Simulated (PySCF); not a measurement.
**QCISD(T)/STO-3G run of SiH2Cl− (SMILES [SiH2-]Cl)**

Aim: the energy change on altering one bond length of SiH2Cl− at QCISD(T)/STO-3G, from 2 runs. 

The results are computed with PySCF 2.14.0.

11 further runs of the same task are left out: 3 that didn't finish, 8 set aside as unsound or not needed.

**1. The molecule**

SiH2Cl− has 4 atoms, charge -1, and is taken as a singlet. SMILES: `[SiH2-]Cl`. The coordinates come from a GFN2-xTB relaxation.

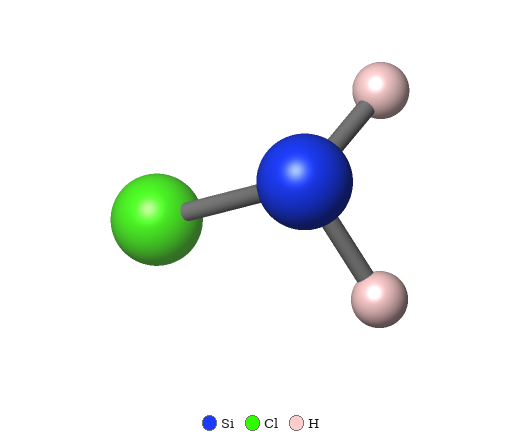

The structure, seen from a chosen angle (silicon blue, chlorine green, hydrogen pink).

**2. The energy at QCISD(T)/STO-3G**

The input, run.py:

```python
# [SiH2-]Cl
from pyscf import gto, cc

mol = gto.M(
    atom='Si -0.487890 0.431230 0.253920; Cl 1.672110 -0.122480 0.774530; H -0.971070 -0.977580 0.165380; H -0.213160 0.668840 -1.193830',
    verbose=3,
    charge=-1,
    basis='sto-3g',
    max_memory=1860,
)

mf = mol.RHF()
mf.conv_tol = 1e-10
mf.kernel()
if not mf.converged:
    mf = mf.newton().run(mf.mo_coeff, mf.mo_occ)

mycc = cc.QCISD(mf, frozen=10)
mycc.kernel()
e_t = mycc.qcisd_t()
energy = mycc.e_tot + e_t
print(f'total energy: {energy:.8f} hartree')
```

Started as:

```console
OMP_NUM_THREADS=1 python run.py
```

Output:

```text
converged SCF energy = -741.238936619013
E(QCISD) = -741.2877590289278  E_corr = -0.04882240991475371
QCISD(T) correction = -0.000191071291063244
total energy: -741.28795010 hartree
```

Wall time 0.68 s (1 thread of Arm Neoverse V2, shared host); peak memory 0.12 GiB.

**3. The distorted shape**

The input, job.py:

```python
from pyscf import gto, cc

mol = gto.M(
    atom='''
Si     0.173723     4.009645     0.680621
Cl     4.255531     2.963285     1.664431
H     -1.835056    -1.847358     0.312523
H      0.692887     4.458663    -2.055230
''',
    basis='sto-3g',
    charge=-1,
    verbose=4,
    spin=0,
    unit='bohr',
    max_memory=1860,
)

calc0 = mol.RHF()
calc0.conv_tol = 1e-10
calc0.kernel()
if not calc0.converged:
    calc0 = calc0.newton().run(calc0.mo_coeff, calc0.mo_occ)

mycc = cc.QCISD(calc0, frozen=10)
mycc.kernel()
e_t = mycc.qcisd_t()
e_final = mycc.e_tot + e_t
print('Final energy', e_final)
```

Started as:

```console
OMP_NUM_THREADS=1 python job.py
```

Output:

```text
PySCF version 2.14.0

[INPUT] num. atoms = 4
[INPUT] num. electrons = 34
[INPUT] charge = -1
[INPUT] spin (= nelec alpha-beta = 2S) = 0
[INPUT] symmetry False subgroup None
[INPUT] Mole.unit = bohr
[INPUT] Symbol           X                Y                Z      unit          X                Y                Z       unit  Magmom
[INPUT]  1 Si     0.091930252613   2.121812757879   0.360169122474 AA    0.173723000000   4.009645000000   0.680621000000 Bohr   0.0
[INPUT]  2 Cl     2.251930025564   1.568102891461   0.880778954349 AA    4.255531000000   2.963285000000   1.664431000000 Bohr   0.0
[INPUT]  3 H     -0.971069815962  -0.977579754011   0.165380049488 AA   -1.835056000000  -1.847358000000   0.312523000000 Bohr   0.0
[INPUT]  4 H      0.366660010143   2.359422850772  -1.087580879199 AA    0.692887000000   4.458663000000  -2.055230000000 Bohr   0.0

nuclear repulsion = 67.6890471233238
number of shells = 12
number of NR pGTOs = 60
number of NR cGTOs = 20
basis = sto-3g
ecp = {}

******** <class 'pyscf.scf.hf.RHF'> ********
method = RHF
initial guess = minao
damping factor = 0
level_shift factor = 0
DIIS = <class 'pyscf.scf.diis.CDIIS'>
diis_start_cycle = 1
diis_space = 8
diis_damp = 0
SCF conv_tol = 1e-10
SCF conv_tol_grad = None
SCF max_cycles = 50
direct_scf = True
direct_scf_tol = 1e-13
Set gradient conv threshold to 1e-05
Initial guess from minao.
init E= -740.152850440215
  HOMO = -0.140133364379003  LUMO = 0.0533861458959231  gap/eV = 5.26593
cycle= 1 E= -740.922524202568  delta_E= -0.77  |g|=  0.2  |ddm|= 2.19
  HOMO = 0.224511898042796  LUMO = 0.32010152727753  gap/eV = 2.60113
cycle= 2 E= -740.922803282526  delta_E= -0.000279  |g|= 0.287  |ddm|= 1.78
  HOMO = 0.163096516997973  LUMO = 0.34741480679479  gap/eV = 5.01556
cycle= 3 E= -740.987136460687  delta_E= -0.0643  |g|= 0.0271  |ddm|= 0.882
  HOMO = 0.146753767652843  LUMO = 0.374165920889867  gap/eV = 6.18820
cycle= 4 E= -740.988086878122  delta_E= -0.00095  |g|= 0.00869  |ddm|= 0.116
  HOMO = 0.143105854273239  LUMO = 0.372806644529973  gap/eV = 6.25048
cycle= 5 E= -740.988216676362  delta_E= -0.00013  |g|= 0.00289  |ddm|= 0.0447
  HOMO = 0.144102147494663  LUMO = 0.372406057127156  gap/eV = 6.21247
cycle= 6 E= -740.988234180866  delta_E= -1.75e-05  |g|= 0.000559  |ddm|= 0.0195
  HOMO = 0.144001527654262  LUMO = 0.372524583315524  gap/eV = 6.21843
cycle= 7 E= -740.988234826292  delta_E= -6.45e-07  |g|= 0.000142  |ddm|= 0.0037
  HOMO = 0.143890859944732  LUMO = 0.372526622160746  gap/eV = 6.22150
cycle= 8 E= -740.98823485652  delta_E= -3.02e-08  |g|= 2.07e-05  |ddm|= 0.000812
  HOMO = 0.143915413232747  LUMO = 0.372519126922752  gap/eV = 6.22062
cycle= 9 E= -740.98823485696  delta_E= -4.41e-10  |g|= 3.12e-06  |ddm|= 8.15e-05
  HOMO = 0.143912090160478  LUMO = 0.372520097144519  gap/eV = 6.22074
cycle= 10 E= -740.988234856971  delta_E= -1.08e-11  |g|= 5.85e-07  |ddm|= 1.37e-05
  HOMO = 0.143912004892969  LUMO = 0.372520077747127  gap/eV = 6.22074
Extra cycle  E= -740.988234856972  delta_E= -6.82e-13  |g|= 2.72e-07  |ddm|= 2.5e-06
converged SCF energy = -740.988234856972

******** <class 'pyscf.cc.qcisd.QCISD'> ********
QCISD nocc = 7, nmo = 10
frozen orbitals 10
max_cycle = 50
direct = 0
conv_tol = 1e-07
conv_tol_normt = 1e-05
diis_space = 6
diis_start_cycle = 0
diis_start_energy_diff = 1e+09
Init t2, MP2 energy = -741.0652535876  E_corr(MP2) -0.0770187306278625
Init E_corr(QCISD) = -0.0770187306279469
cycle = 1  E_corr(QCISD) = -0.0784875952891688  dE = -0.00146886466  norm(t1,t2) = 0.300762
cycle = 2  E_corr(QCISD) = -0.123293447769689  dE = -0.0448058525  norm(t1,t2) = 0.299305
cycle = 3  E_corr(QCISD) = -0.112540059798549  dE = 0.010753388  norm(t1,t2) = 0.288391
cycle = 4  E_corr(QCISD) = -0.139788659974563  dE = -0.0272486002  norm(t1,t2) = 0.0899696
cycle = 5  E_corr(QCISD) = -0.128503053962676  dE = 0.011285606  norm(t1,t2) = 0.0324487
cycle = 6  E_corr(QCISD) = -0.131946136131891  dE = -0.00344308217  norm(t1,t2) = 0.0221752
cycle = 7  E_corr(QCISD) = -0.133675454790244  dE = -0.00172931866  norm(t1,t2) = 0.005575
cycle = 8  E_corr(QCISD) = -0.132882841584356  dE = 0.000792613206  norm(t1,t2) = 0.00327219
cycle = 9  E_corr(QCISD) = -0.133056591788265  dE = -0.000173750204  norm(t1,t2) = 0.00105822
cycle = 10  E_corr(QCISD) = -0.133092770279238  dE = -3.6178491e-05  norm(t1,t2) = 0.00019275
cycle = 11  E_corr(QCISD) = -0.133095640049301  dE = -2.86977006e-06  norm(t1,t2) = 4.81681e-05
cycle = 12  E_corr(QCISD) = -0.133096453804334  dE = -8.13755033e-07  norm(t1,t2) = 2.62505e-05
cycle = 13  E_corr(QCISD) = -0.133096297571364  dE = 1.5623297e-07  norm(t1,t2) = 6.81575e-06
cycle = 14  E_corr(QCISD) = -0.133096367008541  dE = -6.94371772e-08  norm(t1,t2) = 4.11729e-06
QCISD converged
E(QCISD) = -741.1213312239803  E_corr = -0.1330963670085409
QCISD(T) correction = -0.0013405162123773
Final energy -741.1226717401927
```

It took 0.68 s on 1 thread of Arm Neoverse V2, shared host; peak memory 0.12 GiB.

**4. Summary of results**

At QCISD(T)/STO-3G, 10 core orbitals frozen:

| quantity | value |
| --- | --- |
| first shape: total energy | -741.28795 Eh |
| first shape: HOMO energy (Hartree–Fock orbitals) | 1.55 eV |
| first shape: LUMO energy (Hartree–Fock orbitals) | 16.72 eV |
| first shape: HOMO–LUMO gap (to an unbound level, set by the basis) | 15.17 eV |
| first shape: correlation energy (10 core orbitals frozen) | -49.0 mEh |
| first shape: (T) correction | -0.19 mEh |
| first shape: T1 diagnostic | 0.006 |
| distorted shape: total energy | -741.12267 Eh |
| distorted shape: HOMO energy (Hartree–Fock orbitals) | 3.92 eV |
| distorted shape: LUMO energy (Hartree–Fock orbitals) | 10.14 eV |
| distorted shape: HOMO–LUMO gap (to an unbound level, set by the basis) | 6.22 eV |
| distorted shape: correlation energy (10 core orbitals frozen) | -134.4 mEh |
| distorted shape: (T) correction | -1.34 mEh |
| distorted shape: T1 diagnostic | 0.129 |
| energy change with the Si1–H3 bond stretched from 1.492 to 3.282 Å | 4.497 eV |

What this shows: With the Si1–H3 bond stretched from 1.492 to 3.282 Å the energy rises by 4.50 eV (104 kcal/mol). The first shape isn't relaxed at this level, so the change isn't measured from a minimum. The minimal basis adds a large error of its own. The triples (first shape) make up 0.4 % of the correlation energy. The HOMO (first shape) lies at positive energy, 1.55 eV: the electron is unbound at this level or held by a compact basis; values depend on the basis. The T1 diagnostic (distorted shape) of 0.129 is above the customary mark for such species, so a single reference may not serve. Mulliken charges (distorted shape) of the mean-field density run from -0.61 on H3 to +0.45 on Si1; they depend strongly on the basis. The triples (distorted shape) make up 1.0 % of the correlation energy.
